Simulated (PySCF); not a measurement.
# C₈H₇BrO: excited states, first hyperpolarisability

Wanted: excited states, first hyperpolarisability for C₈H₇BrO (`CC(=O)c1cccc(Br)c1`).

Computed with PySCF 2.14.0 and routines of our own; the level stands in each step. Atoms count from 0.

## 1. The system as given

17 atoms, charge 0, multiplicity 1; geometry from: GFN2-xTB.

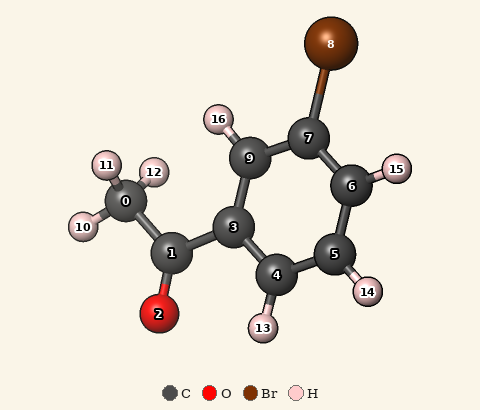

The starting geometry (carbon dark grey, oxygen red, bromine brown, hydrogen pink).

## 2. Relaxing the molecule at PBE0-D3(BJ)/def2-SVP

The job: settings as JSON, then the geometry in Å.

```
{"job": {"xc": "PBE0", "basis": "def2-SVP", "d3": "d3bj", "grid": 2, "kind": "geom"}, "charge": 0, "multiplicity": 1}
C     -2.642905     0.556791     0.195627
C     -1.728085    -0.622907    -0.007906
O     -2.152394    -1.747079    -0.142084
C     -0.261387    -0.349572    -0.037121
C      0.598529    -1.432659    -0.223294
C      1.967753    -1.251386    -0.260400
C      2.505435     0.016146    -0.111670
C      1.648378     1.088874     0.072125
Br     2.380304     2.839905     0.277510
C      0.275926     0.926779     0.112085
H     -3.674329     0.213474     0.194861
H     -2.426095     1.038987     1.146572
H     -2.505184     1.280941    -0.604618
H      0.163320    -2.413843    -0.336833
H      2.624630    -2.095414    -0.404583
H      3.572761     0.173183    -0.138117
H     -0.353655     1.789807     0.257934
```

On the command line:

```bash
OMP_NUM_THREADS=1 python excited_run.py task.json out
```

One launch serves the whole session: the jobs run in the order shown.

The log of the run:

```text
step   0  E = -2957.13358253  max force = 0.014673
step   1  E = -2957.13499546  max force = 0.004022
step   2  E = -2957.13504271  max force = 0.000971
step   3  E = -2957.13504076  max force = 0.001465
step   4  E = -2957.13505251  max force = 0.000254
optimisation converged
```

Wall time 2.9 min (1 thread of Arm Neoverse N1, shared host); peak memory 1 GiB.

The steps of the relaxation:

| step | energy from step 0 (eV) | largest force component (eV/Å) |
| --- | --- | --- |
| 0 | 0.0000 | 0.7545 |
| 1 | -0.0384 | 0.2068 |
| 2 | -0.0397 | 0.0499 |
| 3 | -0.0397 | 0.0753 |
| 4 | -0.0400 | 0.0131 |

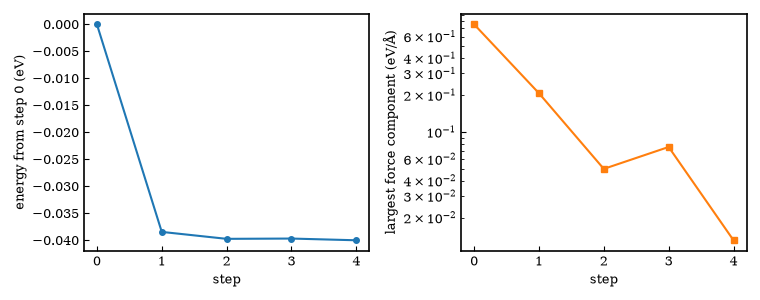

Energy and largest force along the relaxation.

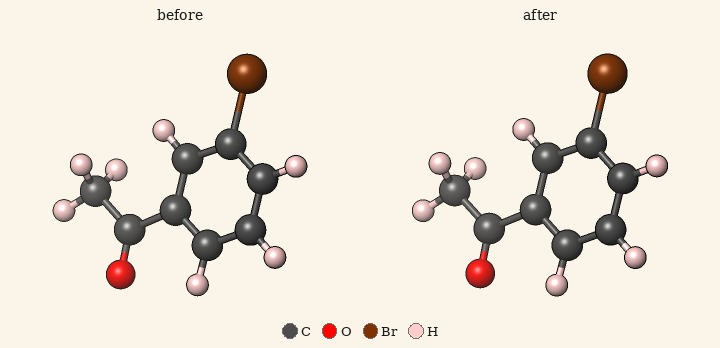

Before and after, at one scale.

Close pairs (by a distance rule), those that changed most:

| bond | before (Å) | after (Å) | change (Å) |
| --- | --- | --- | --- |
| C7–Br8 | 1.909 | 1.887 | -0.022 |
| C5–H14 | 1.079 | 1.092 | +0.013 |
| C0–H12 | 1.088 | 1.101 | +0.013 |
| C0–H11 | 1.088 | 1.101 | +0.013 |
| C9–H16 | 1.078 | 1.091 | +0.012 |
| C4–H13 | 1.079 | 1.092 | +0.012 |
| C6–H15 | 1.079 | 1.091 | +0.012 |
| C5–C6 | 1.385 | 1.395 | +0.010 |

The next job starts from the end point, and lists it.

| at the end point | value |
| --- | --- |
| point group (found at 0.08 Å tolerance) | Cs |
| rotational constants (GHz, main isotopes) | 1.968, 0.480, 0.387 |
| dipole moment (D) | 1.33 |

## 3. Excited states: TDA CAM-B3LYP/aug-cc-pVDZ

The job: settings as JSON, then the geometry in Å.

```
{"job": {"kind": "states", "xc": "CAM-B3LYP", "basis": "aug-cc-pVDZ", "tda": true, "soc": true, "nstates": 6, "ntriplets": 5, "nquad": 4}, "charge": 0, "multiplicity": 1}
C     -3.177762    -0.339644    -0.270071
C     -2.248974    -1.509015    -0.473339
O     -2.673972    -2.634494    -0.607707
C     -0.770466    -1.251879    -0.506536
C      0.082121    -2.346325    -0.693376
C      1.458895    -2.163139    -0.731774
C      2.004855    -0.887645    -0.584908
C      1.152225     0.199302    -0.399320
Br     1.879645     1.929036    -0.199962
C     -0.229496     0.029937    -0.358474
H     -4.211227    -0.705320    -0.272563
H     -2.969441     0.165615     0.685736
H     -3.050532     0.406645    -1.069500
H     -0.370667    -3.333239    -0.805790
H      2.123675    -3.017696    -0.877412
H      3.085007    -0.734407    -0.613795
H     -0.869771     0.900421    -0.211561
```

Method: TDA CAM-B3LYP/aug-cc-pVDZ excited states, vertical, gas phase, spin-orbit mean-field couplings.

The log of the run:

```text
coarse grid: 71256 points
cycle   1  E = -2958.2276162899  dE =  1.000e+00  |g| = 8.386e-01  |ddm| = 3.761e+01
cycle   2  E = -2957.9601598474  dE =  2.675e-01  |g| = 1.481e+00  |ddm| = 9.616e+00
cycle   3  E = -2958.3836431152  dE = -4.235e-01  |g| = 9.153e-02  |ddm| = 5.588e+00
cycle   4  E = -2958.3850872652  dE = -1.444e-03  |g| = 6.028e-02  |ddm| = 9.863e-01
cycle   5  E = -2958.3859453934  dE = -8.581e-04  |g| = 1.580e-02  |ddm| = 5.045e-01
cycle   6  E = -2958.3860069313  dE = -6.154e-05  |g| = 5.563e-03  |ddm| = 1.217e-01
cycle   7  E = -2958.3860158117  dE = -8.880e-06  |g| = 1.790e-03  |ddm| = 4.201e-02
final grid: 151552 points
cycle   8  E = -2958.3860165724  dE =  1.574e-07  |g| = 2.214e-03  |ddm| = 5.729e-02
cycle   9  E = -2958.3860151116  dE =  1.461e-06  |g| = 3.355e-03  |ddm| = 2.652e-02
cycle  10  E = -2958.3860178784  dE = -2.767e-06  |g| = 2.253e-04  |ddm| = 1.536e-02
cycle  11  E = -2958.3860178906  dE = -1.216e-08  |g| = 8.853e-05  |ddm| = 1.490e-03
cycle  12  E = -2958.3860178927  dE = -2.171e-09  |g| = 4.323e-05  |ddm| = 6.648e-04
cycle  13  E = -2958.3860178934  dE = -6.462e-10  |g| = 1.207e-05  |ddm| = 3.478e-04
converged SCF energy = -2958.3860178934

Singlet excitations
state   eV       nm        f     d(h-e)  d(exc)  Lambda  PR(NTO)  |dmu|/D   mu/D   main configurations
  1   3.9850   311.1   0.00009   1.032   2.640   0.445   1.006    2.854    1.790   H-1->L 0.86, H-1->L+10 0.10
  2   4.8489   255.7   0.02771   1.030   3.315   0.632   1.457    3.229    4.550   H->L 0.69, H-2->L+1 0.14
  3   5.5729   222.5   0.12195   0.882   3.203   0.699   1.532    2.653    3.946   H-2->L 0.55, H->L+1 0.25, H->L 0.16
  4   5.8000   213.8   0.00000   0.951   3.249   0.305   1.025    3.457    2.109   H->L+4 0.34, H->L+5 0.27, H->L+2 0.16
  5   6.4030   193.6   0.00004   2.642   3.949   0.190   1.011                     H-1->L+1 0.95
  6   6.4107   193.4   0.86190   1.230   3.412   0.676   2.007                     H->L+1 0.58, H-2->L 0.25

Triplet excitations (Tamm-Dancoff)
state   eV     d(h-e)  d(exc)  Lambda  PR(NTO)   main configurations
  1   3.4633   0.951   2.542   0.442   1.007   H-1->L 0.83, H-1->L+10 0.13
  2   3.6232   0.386   2.834   0.654   1.352   H->L 0.43, H-2->L 0.31, H->L+1 0.12
  3   4.1473   0.748   3.015   0.654   1.017   H->L 0.44, H-2->L 0.36
  4   4.4341   0.282   2.880   0.697   1.634   H->L+1 0.63, H-2->L 0.23
  5   5.1316   0.049   2.794   0.644   1.052   H-2->L+1 0.82, H->L+1 0.10
S1 - T1 = 0.5217 eV

Spin-orbit couplings |<S|Hso|T>| (cm-1)
             T1       T2       T3       T4       T5
S0       49.564    0.978    2.157    2.470    1.553
S1        0.405   25.245   17.957   10.209    2.566
S2       25.221    0.240    0.092    0.107    0.029
S3       20.033    0.195    0.088    0.156    0.207
S4        0.783   58.446   12.760   73.427   21.948
S5        1.198   23.146   33.436   81.577   42.021
S6        7.509    0.205    0.186    0.453    0.353
T1 sublevels (cm-1): 0.000 0.013 0.452   radiative rates (1/s): 0.000228 119 921
```

It took 3.7 min on 1 thread of Arm Neoverse N1, shared host; peak memory 1.4 GiB.

In short:

| quantity | value |
| --- | --- |
| S1 less T1 | 0.52 eV |

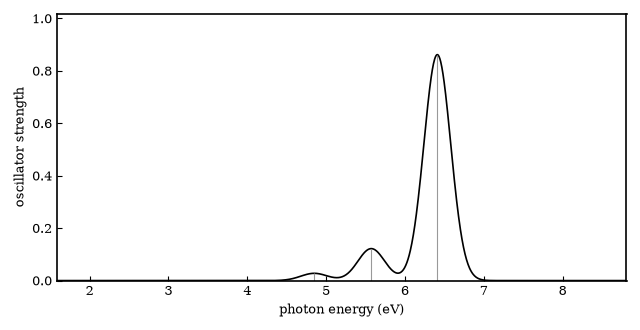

Absorption lines of the singlets. Lines are broadened to a width of 0.40 eV (Gaussian).

The fields below are evaluated on a grid from the run's orbitals.

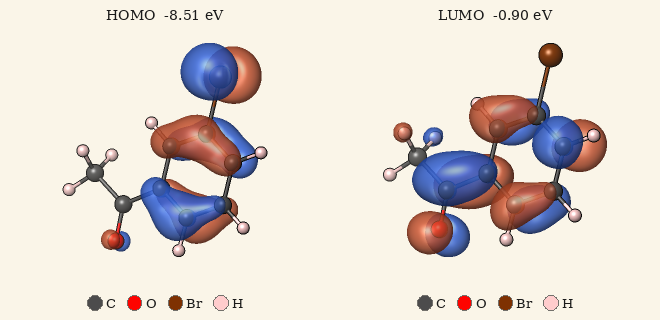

Frontier orbitals at CAM-B3LYP/aug-cc-pVDZ; each surface holds 70 % of the orbital's density, blue and red mark the sign.

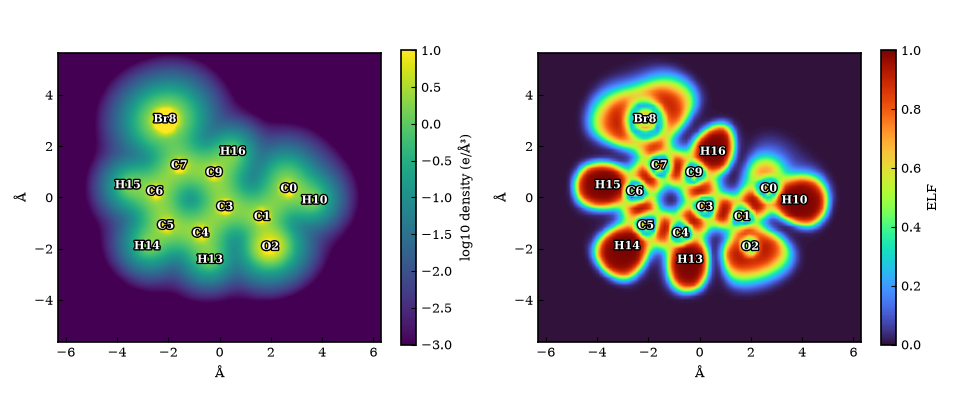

Density (left) and ELF (right) in a plane through or near 15 of the atoms.

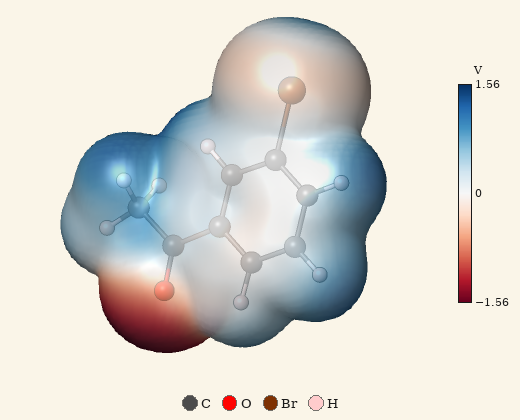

The potential that a unit positive charge feels on the 0.002 e/bohr³ surface, from the 1st to the 99th percentile, from -1.56 V near O2 to 1.23 V near H16.

## 4. Excited states: TDDFT CAM-B3LYP/aug-cc-pVDZ

The job, as its differences from that of step 3:

```diff
@@ -1,2 +1,2 @@
-{"job": {"kind": "states", "xc": "CAM-B3LYP", "basis": "aug-cc-pVDZ", "tda": true, "soc": true, "nstates": 6, "ntriplets": 5, "nquad": 4}, "charge": 0, "multiplicity": 1}
+{"job": {"kind": "states", "xc": "CAM-B3LYP", "basis": "aug-cc-pVDZ", "tpa": true, "nstates": 8, "nquad": 6, "ntriplets": 0}, "charge": 0, "multiplicity": 1}
 C     -3.177762    -0.339644    -0.270071
```

Method: TDDFT CAM-B3LYP/aug-cc-pVDZ excited states, vertical, gas phase, two-photon moments by quadratic response.

The log of the run:

```text
coarse grid: 71256 points
cycle   1  E = -2958.2276162899  dE =  1.000e+00  |g| = 8.386e-01  |ddm| = 3.761e+01
cycle   2  E = -2957.9601598474  dE =  2.675e-01  |g| = 1.481e+00  |ddm| = 9.616e+00
cycle   3  E = -2958.3836431152  dE = -4.235e-01  |g| = 9.153e-02  |ddm| = 5.588e+00
cycle   4  E = -2958.3850872652  dE = -1.444e-03  |g| = 6.028e-02  |ddm| = 9.863e-01
cycle   5  E = -2958.3859453934  dE = -8.581e-04  |g| = 1.580e-02  |ddm| = 5.045e-01
cycle   6  E = -2958.3860069313  dE = -6.154e-05  |g| = 5.563e-03  |ddm| = 1.217e-01
cycle   7  E = -2958.3860158117  dE = -8.880e-06  |g| = 1.790e-03  |ddm| = 4.201e-02
final grid: 151552 points
cycle   8  E = -2958.3860165724  dE =  1.574e-07  |g| = 2.214e-03  |ddm| = 5.729e-02
cycle   9  E = -2958.3860151116  dE =  1.461e-06  |g| = 3.355e-03  |ddm| = 2.652e-02
cycle  10  E = -2958.3860178784  dE = -2.767e-06  |g| = 2.253e-04  |ddm| = 1.536e-02
cycle  11  E = -2958.3860178906  dE = -1.216e-08  |g| = 8.853e-05  |ddm| = 1.490e-03
cycle  12  E = -2958.3860178927  dE = -2.171e-09  |g| = 4.323e-05  |ddm| = 6.648e-04
cycle  13  E = -2958.3860178934  dE = -6.462e-10  |g| = 1.207e-05  |ddm| = 3.478e-04
converged SCF energy = -2958.3860178934

Singlet excitations
state   eV       nm        f     d(h-e)  d(exc)  Lambda  PR(NTO)  |dmu|/D   mu/D   delta(TPA)   sigma/GM   main configurations
  1   3.9574   313.3   0.00009   1.037   2.649   0.445   1.008    2.863    1.796        0.05      0.000   H-1->L 0.86, H-1->L+10 0.11
  2   4.7579   260.6   0.02938   1.010   3.292   0.626   1.439    3.468    4.785       42.99      0.357   H->L 0.77, H-2->L+1 0.10
  3   5.3836   230.3   0.10322   0.757   3.117   0.702   1.599    2.345    3.627       94.84      1.007   H-2->L 0.62, H->L+1 0.23, H->L 0.12
  4   5.7626   215.2   0.00007   0.963   3.243   0.306   1.029    3.447    2.101        5.45      0.066   H->L+4 0.34, H->L+5 0.27, H->L+2 0.15
  5   6.1323   202.2   0.66305   1.083   3.330   0.684   1.900    2.892    4.238      227.60      3.136   H->L+1 0.67, H-2->L 0.26
  6   6.3993   193.7   0.00001   2.639   3.948   0.190   1.012    7.845    6.839        0.13      0.002   H-1->L+1 0.95
  7   6.4430   192.4   0.15787   0.421   3.254   0.609   1.608                                            H-2->L+1 0.76, H->L 0.10
  8   6.4693   191.7   0.01528   0.433   4.451   0.271   1.061                                            H->L+2 0.64, H->L+4 0.25
```

Wall time 4.5 min (1 thread of Arm Neoverse N1, shared host); peak memory 1.5 GiB.

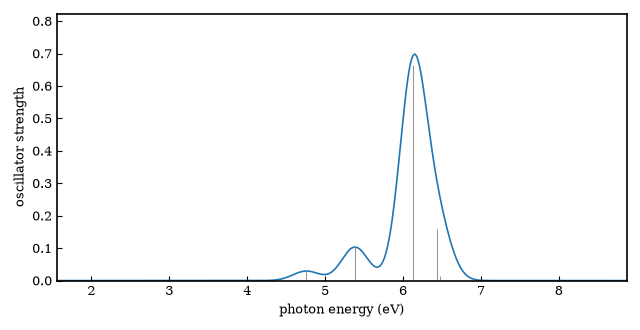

Absorption lines of the singlets. Lines are broadened to a width of 0.40 eV (Gaussian).

## 5. First hyperpolarisability: quadratic response CAM-B3LYP/aug-cc-pVDZ

The job, as its differences from that of step 4:

```diff
@@ -1,2 +1,2 @@
-{"job": {"kind": "states", "xc": "CAM-B3LYP", "basis": "aug-cc-pVDZ", "tpa": true, "nstates": 8, "nquad": 6, "ntriplets": 0}, "charge": 0, "multiplicity": 1}
+{"job": {"kind": "beta", "xc": "CAM-B3LYP", "basis": "aug-cc-pVDZ"}, "charge": 0, "multiplicity": 1}
 C     -3.177762    -0.339644    -0.270071
```

With the program's defaults for keys left out, this is: quadratic response CAM-B3LYP/aug-cc-pVDZ first hyperpolarisability, Taylor convention, gas phase.

The log of the run:

```text
coarse grid: 71256 points
cycle   1  E = -2958.2276162899  dE =  1.000e+00  |g| = 8.386e-01  |ddm| = 3.761e+01
cycle   2  E = -2957.9601598474  dE =  2.675e-01  |g| = 1.481e+00  |ddm| = 9.616e+00
cycle   3  E = -2958.3836431152  dE = -4.235e-01  |g| = 9.153e-02  |ddm| = 5.588e+00
cycle   4  E = -2958.3850872652  dE = -1.444e-03  |g| = 6.028e-02  |ddm| = 9.863e-01
cycle   5  E = -2958.3859453934  dE = -8.581e-04  |g| = 1.580e-02  |ddm| = 5.045e-01
cycle   6  E = -2958.3860069313  dE = -6.154e-05  |g| = 5.563e-03  |ddm| = 1.217e-01
cycle   7  E = -2958.3860158117  dE = -8.880e-06  |g| = 1.790e-03  |ddm| = 4.201e-02
final grid: 151552 points
cycle   8  E = -2958.3860165724  dE =  1.574e-07  |g| = 2.214e-03  |ddm| = 5.729e-02
cycle   9  E = -2958.3860151116  dE =  1.461e-06  |g| = 3.355e-03  |ddm| = 2.652e-02
cycle  10  E = -2958.3860178784  dE = -2.767e-06  |g| = 2.253e-04  |ddm| = 1.536e-02
cycle  11  E = -2958.3860178906  dE = -1.216e-08  |g| = 8.853e-05  |ddm| = 1.490e-03
cycle  12  E = -2958.3860178927  dE = -2.171e-09  |g| = 4.323e-05  |ddm| = 6.648e-04
cycle  13  E = -2958.3860178934  dE = -6.462e-10  |g| = 1.207e-05  |ddm| = 3.478e-04
converged SCF energy = -2958.3860178934

Lowest singlets (eV, f): 3.9574 0.0001  4.7579 0.0294  5.3836 0.1032

First hyperpolarisability (au)
process     nm      |vector|   parallel      HRS      DR
static         -      204.97      86.31     100.36   3.289
shg       1907.0      230.69     100.06     110.72   3.458
eope      1907.0      213.12      90.67          -       -
shg       1064.0      303.71      139.0     139.91   3.892
eope      1064.0      232.65     101.11          -       -
```

Wall time 3.4 min (1 thread of Arm Neoverse N1, shared host); peak memory 1.5 GiB.

## 6. Excited states: TDA CAM-B3LYP/aug-cc-pVDZ in toluene

The job, as its differences from that of step 5:

```diff
@@ -1,2 +1,2 @@
-{"job": {"kind": "beta", "xc": "CAM-B3LYP", "basis": "aug-cc-pVDZ"}, "charge": 0, "multiplicity": 1}
+{"job": {"kind": "states", "xc": "CAM-B3LYP", "basis": "aug-cc-pVDZ", "tda": true, "soc": true, "nstates": 6, "ntriplets": 5, "nquad": 4, "solvent": "toluene"}, "charge": 0, "multiplicity": 1}
 C     -3.177762    -0.339644    -0.270071
```

Level: TDA CAM-B3LYP/aug-cc-pVDZ excited states, vertical, IEF-PCM toluene (non-equilibrium response), spin-orbit mean-field couplings.

The log of the run:

```text
coarse grid: 71256 points
cycle   1  E = -2958.2407636170  dE =  9.872e-01  |g| = 8.220e-01  |ddm| = 3.762e+01
cycle   2  E = -2958.0278456935  dE =  2.129e-01  |g| = 1.378e+00  |ddm| = 9.537e+00
cycle   3  E = -2958.3887773825  dE = -3.609e-01  |g| = 8.412e-02  |ddm| = 5.459e+00
cycle   4  E = -2958.3899957527  dE = -1.218e-03  |g| = 5.581e-02  |ddm| = 9.060e-01
cycle   5  E = -2958.3907348490  dE = -7.391e-04  |g| = 1.410e-02  |ddm| = 4.759e-01
cycle   6  E = -2958.3907844784  dE = -4.963e-05  |g| = 4.762e-03  |ddm| = 1.216e-01
cycle   7  E = -2958.3907913140  dE = -6.836e-06  |g| = 1.447e-03  |ddm| = 3.958e-02
final grid: 151552 points
cycle   8  E = -2958.3907921358  dE = -9.085e-08  |g| = 1.658e-03  |ddm| = 5.728e-02
cycle   9  E = -2958.3907915089  dE =  6.270e-07  |g| = 2.395e-03  |ddm| = 2.054e-02
cycle  10  E = -2958.3907928661  dE = -1.357e-06  |g| = 1.678e-04  |ddm| = 1.148e-02
cycle  11  E = -2958.3907928733  dE = -7.198e-09  |g| = 7.859e-05  |ddm| = 1.128e-03
cycle  12  E = -2958.3907928752  dE = -1.890e-09  |g| = 3.379e-05  |ddm| = 6.086e-04
cycle  13  E = -2958.3907928756  dE = -3.938e-10  |g| = 8.979e-06  |ddm| = 2.766e-04
converged SCF energy = -2958.3907928756

Singlet excitations
state   eV       nm        f     d(h-e)  d(exc)  Lambda  PR(NTO)  |dmu|/D   mu/D   main configurations
  1   4.0494   306.2   0.00011   1.014   2.637   0.449   1.006    3.244    1.971   H-1->L 0.87, H-1->L+10 0.10
  2   4.8261   256.9   0.04405   1.054   3.318   0.628   1.391    3.838    5.423   H->L 0.72, H-2->L+1 0.12
  3   5.4831   226.1   0.21029   0.900   3.177   0.700   1.393    3.226    4.750   H-2->L 0.64, H->L+1 0.18, H->L 0.14
  4   5.8138   213.3   0.00000   1.022   3.241   0.304   1.023    4.178    2.563   H->L+4 0.34, H->L+5 0.28, H->L+2 0.12
  5   6.2441   198.6   1.06207   1.103   3.336   0.691   1.756                     H->L+1 0.68, H-2->L 0.20
  6   6.4651   191.8   0.02067   0.464   4.402   0.267   1.060                     H->L+2 0.66, H->L+4 0.23

Triplet excitations (Tamm-Dancoff)
state   eV     d(h-e)  d(exc)  Lambda  PR(NTO)   main configurations
  1   3.5444   0.939   2.544   0.446   1.007   H-1->L 0.83, H-1->L+10 0.13
  2   3.6317   0.393   2.832   0.653   1.356   H->L 0.42, H-2->L 0.32, H->L+1 0.12
  3   4.1361   0.766   3.022   0.652   1.019   H->L 0.45, H-2->L 0.38
  4   4.4479   0.283   2.869   0.699   1.574   H->L+1 0.65, H-2->L 0.21
  5   5.1341   0.057   2.795   0.646   1.050   H-2->L+1 0.82, H->L+1 0.10
S1 - T1 = 0.5050 eV

Spin-orbit couplings |<S|Hso|T>| (cm-1)
             T1       T2       T3       T4       T5
S0       48.617    0.955    2.000    2.655    1.430
S1        0.415   24.479   17.499   10.390    2.522
S2       25.200    0.250    0.076    0.081    0.038
S3       19.528    0.217    0.086    0.164    0.188
S4        0.715   57.044   13.072   72.031   24.466
S5        6.415    0.119    0.047    0.064    0.253
S6        1.620   10.480   14.957    7.001    4.209
T1 sublevels (cm-1): 0.000 0.015 0.739   radiative rates (1/s): 0.0256 167 1.13e+03
```

Wall time 3.5 min (1 thread of Arm Neoverse N1, shared host); peak memory 1.5 GiB.

In short:

| quantity | value |
| --- | --- |
| S1 less T1 | 0.51 eV |

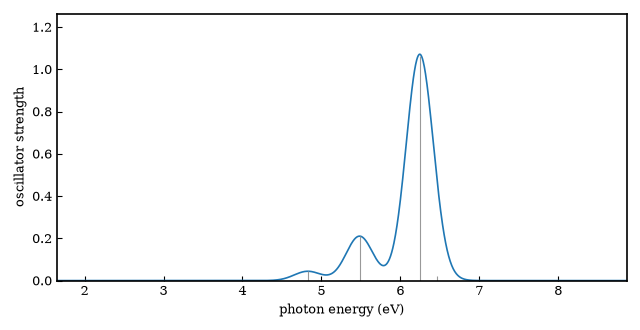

Absorption lines of the singlets. Lines are broadened to a width of 0.40 eV (Gaussian).

## 7. Summary of results

```
                                                   quantity                                                value
                                                point group                                                   Cs
                       rotational constants (main isotopes)                                 1.97, 0.48, 0.39 GHz
             S1 less T1 (step 3, TDA CAM-B3LYP/aug-cc-pVDZ)                                              0.52 eV
                      surface potential, 1st and 99th percentile                                   -1.56 V and 1.23 V
β vector (step 5, quadratic response CAM-B3LYP/aug-cc-pVDZ)  static 205, SHG 1907.0 nm 231, SHG 1064.0 nm 304 au
  S1 less T1 (step 6, TDA CAM-B3LYP/aug-cc-pVDZ in toluene)                                              0.51 eV
```

In words: The optimisation took 4 steps and gained 0.040 eV; among the close pairs (by a distance rule), C7–Br8 changed most, from 1.909 to 1.887 Å. No frequency check was run at this level, so the end point may be a saddle. Scalar relativity is left out for the heavy atoms. In step 3, the number of triplets below S1 is 2, and the largest singlet-triplet spin-orbit coupling is S5–T4, 81.58 cm⁻¹. At CAM-B3LYP/aug-cc-pVDZ, counted by nearest atom on the grid, the HOMO lies on Br8 32 %; C4, C7 about 18 % each, the LUMO on C1 19 %; O2 15 %. Steps that list no spin-orbit terms leave them out, which matters at and beside the heavy atoms. β grows from 205 au (static) to 304 au for doubling at 1064.0 nm: normal dispersion, which grows as twice the photon energy moves toward the bright states. In step 6, the number of triplets below S1 is 2, and the largest singlet-triplet spin-orbit coupling is S4–T4, 72.03 cm⁻¹.
